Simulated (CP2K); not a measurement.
**Two attempts at C2H4O (SMILES [CH]OC)**

Wanted: energy and gradient of C2H4O, PM6 (irac yes).

Program for the calculation: CP2K 2026.2.

4 further runs of the same task are left out: 1 that didn't finish, 3 set aside as unsound or not needed.

### Step 1. The system as given

C2H4O has 7 atoms, charge 0, and is taken as a triplet. SMILES: `[CH]OC`. The shape is that of a GFN2-xTB optimisation. This is one conformer, not always the lowest.

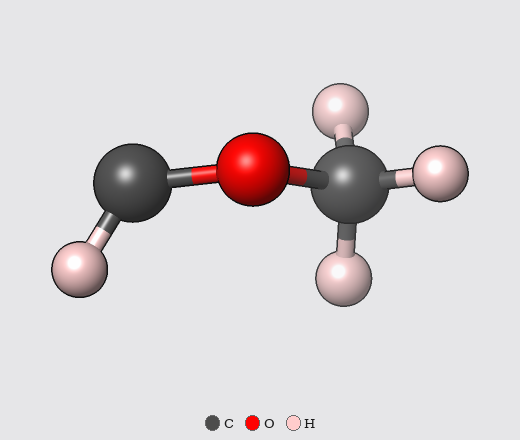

The structure, seen from a chosen angle (carbon dark grey, oxygen red, hydrogen pink).

### Step 2. First attempt

calc.inp reads:

```
&FORCE_EVAL
  METHOD QUICKSTEP
  &DFT
    CHARGE 0
    MULTIPLICITY 3
    SPIN_POLARIZED T
    &QS
      METHOD PM6
      EPS_DEFAULT 1.0E-10
      &SE
        &COULOMB
          CUTOFF [angstrom] 50
          RC_RANGE [angstrom] 0
        &END
        &EXCHANGE
          CUTOFF [angstrom] 50
          RC_RANGE [angstrom] 0
        &END
      &END
    &END
    &POISSON
      PERIODIC NONE
      POISSON_SOLVER ANALYTIC
    &END
    &SCF
      SCF_GUESS ATOMIC
      EPS_SCF 1.0E-07
      MAX_SCF 50
      &OT ON
        MINIMIZER CG
        PRECONDITIONER FULL_ALL
      &END
      &OUTER_SCF
        EPS_SCF 1.0E-07
        MAX_SCF 2
      &END
    &END
    &PRINT
      &MOMENTS
        PERIODIC F
        REFERENCE COM
        MAX_MOMENT 1
      &END
      &MO_CUBES
        NLUMO 1
        NHOMO -1
        WRITE_CUBE F
      &END
      &HIRSHFELD OFF
      &END
    &END
  &END
  &SUBSYS
    &CELL
      ABC [angstrom] 21.3 20.2 19.7
      PERIODIC NONE
    &END
    &COORD
      C     -2.534142    -0.661669    -1.426139
      O     -1.412967     0.575554     0.425358
      C      1.290721     0.639370     0.532393
      H     -3.235381    -2.564150    -1.255458
      H      2.049729     1.613505    -1.123556
      H      1.782050     1.674146     2.239514
      H      2.060009    -1.276737     0.607906
    &END
    &TOPOLOGY
      &CENTER_COORDINATES
      &END
    &END
  &END
  &PRINT
    &FORCES ON
    &END
  &END
&END

&GLOBAL
  PROJECT calc
  RUN_TYPE ENERGY_FORCE
  PRINT_LEVEL MEDIUM
&END
```

On the command line:

```sh
$ OMP_NUM_THREADS=1 cp2k.psmp -i calc.inp -o calc.out
```

The log of the run:

```text
CP2K| version string:                                       CP2K version 2026.2
[...]
 GLOBAL| Method name                                                        CP2K
[...]
 GLOBAL| Run type                                                   ENERGY_FORCE
[...]
                             - Atoms:                                          7
[...]
                             - Spherical basis functions:                     16
[...]
 Number of electrons:                                                         10
[...]
     1 OT CG       0.15E+00    0.0     0.17865172       -18.7690724436 -1.88E+01
[...]
    43 OT CG       0.13E+01    0.0     0.00000009       -20.7243362606 -3.59E-12
  *** SCF run converged in    43 steps ***
  Core-core repulsion energy [eV]:                            537.88492906053273
  Core Hamiltonian energy [eV]:                              -878.57197019802902
  Two-electron integral energy [eV]:                         -446.50165604340560
  Electronic energy [eV]:                                   -1101.82279821973179
  Total energy [eV]:                                         -563.93786915919907
  Atomic reference energy [eV]:                               588.95934037273184
  Heat of formation [kcal/mol]:                               577.00887946046055
[...]
 SE_DIPOLE| Moment [Debye]          0.74439924       0.46544331       0.72282064
 SE_DIPOLE| Derivative [a.u.]       0.00000000       0.00000000       0.00000000
 *** WARNING in qs_scf_post_se.F:140 :: Printing of MO cube files not ***
 *** implemented for Semi-Empirical method.                           ***
 ENERGY| Total FORCE_EVAL ( QS ) energy [hartree]            -20.724336260589581
 FORCES| Atomic forces [hartree/bohr]
 FORCES|   Atom     x               y               z               |f|
 FORCES|      1  2.27985665E-03 -9.83991923E-03  1.69294414E-02   1.97136436E-02
 FORCES|      2 -5.31660864E-03 -1.00139737E-02 -1.47227525E-02   1.85823959E-02
 FORCES|      3  1.65573609E-02  8.66752818E-04  1.21246951E-03   1.66243058E-02
 FORCES|      4  7.55706548E-03  2.02525639E-02 -1.62973084E-03   2.16779059E-02
 FORCES|      5 -7.70319535E-03 -8.60908994E-03  1.44426403E-02   1.84944723E-02
 FORCES|      6 -5.59689902E-03 -9.39041327E-03 -1.54807015E-02   1.89514448E-02
 FORCES|      7 -7.77758000E-03  1.67340794E-02 -7.51366406E-04   1.84684790E-02
 FORCES| Sum    -1.11022302E-16 -2.77555756E-17  3.67761377E-16
 FORCES| Total atomic force                                       3.85155493E-16
[...]
```

Wall time 1.5 s (1 thread of Arm Neoverse V2, shared host).

### Step 3. What went wrong

The run finished; that doesn't make the result usable.

What is wrong: numbers in bohr are read as ångström, which stretches the molecule by 1.89. As the program read them, the closest atoms are 2.03 Å apart, against 1.08 Å in the sound input.

### Step 4. Try two

gas.inp reads:

```
&GLOBAL
  PROJECT gas
  RUN_TYPE ENERGY_FORCE
  PRINT_LEVEL MEDIUM
&END

&FORCE_EVAL
  METHOD Quickstep
  &DFT
    CHARGE 0
    MULTIPLICITY 3
    SPIN_POLARIZED T
    &QS
      METHOD PM6
      EPS_DEFAULT 1.0E-10
      &SE
        &COULOMB
          CUTOFF [angstrom] 50
          RC_RANGE [angstrom] 0
        &END
        &EXCHANGE
          CUTOFF [angstrom] 50
          RC_RANGE [angstrom] 0
        &END
      &END
    &END
    &POISSON
      PERIODIC NONE
      POISSON_SOLVER ANALYTIC
    &END
    &SCF
      SCF_GUESS ATOMIC
      EPS_SCF 1.0E-07
      MAX_SCF 30
      &OT ON
        MINIMIZER CG
        PRECONDITIONER FULL_ALL
        ENERGY_GAP 0.01
        ALGORITHM IRAC
      &END
      &OUTER_SCF
        EPS_SCF 1.0E-07
        MAX_SCF 5
      &END
    &END
    &PRINT
      &MOMENTS
        PERIODIC F
        REFERENCE COM
        MAX_MOMENT 1
      &END
      &MO_CUBES
        NLUMO 1
        NHOMO -1
        WRITE_CUBE F
      &END
      &HIRSHFELD OFF
      &END
    &END
  &END
  &SUBSYS
    &CELL
      ABC [angstrom] 18.8 18.2 17.9
      PERIODIC NONE
    &END
    &COORD
      C      8.369980     8.985345     7.980110
      O      8.963280     9.640055     8.959880
      C     10.394010     9.673825     9.016520
      H      7.998900     7.978595     8.070430
      H     10.795660    10.189315     8.140230
      H     10.654010    10.221405     9.919890
      H     10.801100     8.659865     9.056480
    &END
  &END
  &PRINT
    &FORCES ON
    &END
  &END
&END
```

On the command line:

```sh
$ OMP_NUM_THREADS=1 cp2k.psmp -i gas.inp -o gas.out
```

The log of the run:

```text
CP2K| version string:                                       CP2K version 2026.2
[...]
 GLOBAL| Method name                                                        CP2K
[...]
 GLOBAL| Run type                                                   ENERGY_FORCE
[...]
                             - Atoms:                                          7
[...]
                             - Spherical basis functions:                     16
[...]
 Number of electrons:                                                         10
[...]
     1 OT CG       0.15E+00    0.0     0.21314056       -17.9068971491 -1.79E+01
[...]
    29 OT CG       0.17E+00    0.0     0.00000007       -21.5982080849 -4.01E-13
  *** SCF run converged in    29 steps ***
  Core-core repulsion energy [eV]:                            913.82214180697724
  Core Hamiltonian energy [eV]:                              -956.33469569286115
  Two-electron integral energy [eV]:                        -1090.40915385040353
  Electronic energy [eV]:                                   -1501.53927261806302
  Total energy [eV]:                                         -587.71713081108567
  Atomic reference energy [eV]:                               588.95934037273184
  Heat of formation [kcal/mol]:                                28.64603528320371
[...]
 SE_DIPOLE| Moment [Debye]         -1.93865902       0.94597713      -0.46365666
 SE_DIPOLE| Derivative [a.u.]       0.00000000       0.00000000       0.00000000
 *** WARNING in qs_scf_post_se.F:140 :: Printing of MO cube files not ***
 *** implemented for Semi-Empirical method.                           ***
 ENERGY| Total FORCE_EVAL ( QS ) energy [hartree]            -21.598208084866840
 FORCES| Atomic forces [hartree/bohr]
 FORCES|   Atom     x               y               z               |f|
 FORCES|      1  1.64693551E-02 -1.21391341E-02  3.73863109E-02   4.26184758E-02
 FORCES|      2 -3.10990478E-02 -5.11164711E-03 -1.89785155E-02   3.67894517E-02
 FORCES|      3  2.09540444E-02 -4.00424444E-03 -9.31834910E-03   2.32795528E-02
 FORCES|      4  1.45776939E-04  1.89070281E-02 -1.18648150E-02   2.23219802E-02
 FORCES|      5 -6.03395548E-04  1.86249128E-03 -1.79629779E-03   2.65699938E-03
 FORCES|      6 -5.04424354E-03  2.17251893E-03  3.70958300E-03   6.62761174E-03
 FORCES|      7 -8.22489571E-04 -1.68701273E-03  8.62083390E-04   2.06535441E-03
 FORCES| Sum     3.88578059E-16  4.99600361E-16  2.49800181E-16
 FORCES| Total atomic force                                       6.80436300E-16
[...]
```

Wall time 0.42 s (1 thread of Arm Neoverse V2, shared host).

### Step 5. Summary of results

At PM6 (irac yes):

```
                                 quantity          value
                             total energy   -21.59821 Eh
                            dipole moment         2.21 D
heat of formation at this unrelaxed shape  28.6 kcal/mol
                 largest force on an atom     2.192 eV/Å
```

The first attempt's energy was +23.779 eV off this one. The largest force is 2.19 eV/Å: the shape isn't a stationary point for this species at this level.
